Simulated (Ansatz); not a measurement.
**MoS2 (3R-MoS2 type, space group R3m), scan of one atom of the cell**

MoS$_{2}$ (3R-MoS2 type, space group R3m)

```xyz
3
Lattice="1.5876 0.9166 6.1949 -1.5876 0.9166 6.1949 0.0000 -1.8332 6.1949" Properties=species:S:1:pos:R:3 pbc="T T T"
Mo     0.0000     0.0000     0.0001
S      0.0000     0.0000    13.9441
S      0.0000     0.0000    10.8349
```

In each cell atom 1 (Mo, nearest neighbour S at 2.403 Å; its periodic images, 3.2 Å or more away, move with it) moves by s·(0.000, 0.000, 1.000) (along Cartesian z), the rest being held.

These are r2SCAN+rVV10 (plane waves to 500 eV, PAW, scalar-relativistic; Ansatz, a first-principles code) values and carry that method's errors. k mesh 10×10×10 (Γ-centred), Fermi-Dirac smearing 0.05 eV. Energies are smeared free energies. As the smearing reaches across the gap at some points, energies and forces of such displacements shift with the k mesh and the smearing. MoS2 is run without spin polarisation. MoS2 was relaxed with its symmetry unable to fall. This is one of several known forms of MoS2; the measured ambient cells at hand have space group No. 194. The zero of ΔE is the undisplaced structure.

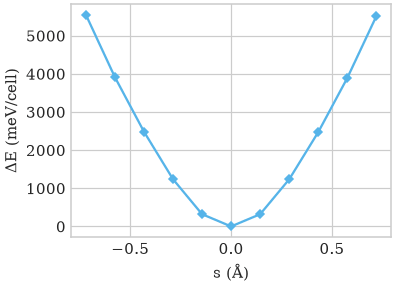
Figure. ΔE (meV/cell) against s (Å); one marker a computed point.

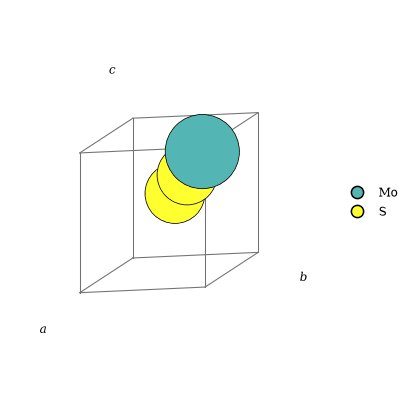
Figure: The cell of the calculation at s = -0.720 Å.

The energy at s = 0.720 Å comes out as 5513 meV/cell. The force along the line at s = -0.720 Å comes out as 12.0 eV/Å. The force constant k = d²E/ds² at s = 0 (finite differences) is 31.7 eV/Å². Shape of the curve: a single well with its minimum at or next to zero displacement. Harmonic estimate at the end of the scan: ½ks² = 8206 meV/cell against the computed 5513 meV/cell, so the well is softer than harmonic there.

The forces along the line at the two nearest points give (4.417 − (-4.414)) / (2·0.144) = 30.66 eV/Å²; the next pair corrects for the finite step.

(A displaced cell: forces are minus the slopes of the energy, force constants its curvatures, and phonons follow from these.)
